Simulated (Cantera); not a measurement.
Feed: 1 mol SiHCl₃, 2.3 mol HCl, 87 mol N₂, equilibrated at 39.0 mbar.

Equilibrium computed with Cantera from the NASA thermochemical tables; the gas is ideal and each condensed phase is pure. Candidate condensed phases: NH₄Cl, Si, Si₃N₄; 28 gas species. N₂ is the only nitrogen source here; it is nearly inert below about 1500 K, so the nitride shown seldom forms there in practice. The tables' values for SiCl₃ are old estimates; treat these amounts as uncertain. Equilibrium is a limit: real reactors are often held back by kinetics, nucleation or transport.

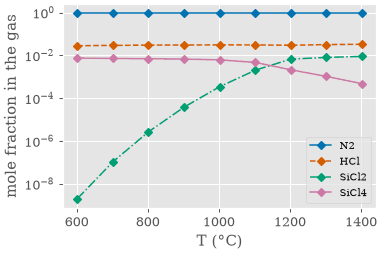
Figure. Equilibrium gas composition (values under 1e-9 drawn at 1e-9)

Problem. Read off the mole fractions at 1102 °C.

Solution. N₂ about 0.96, HCl about 0.031, SiCl₄ about 0.0047, SiCl₂ about 0.0020.
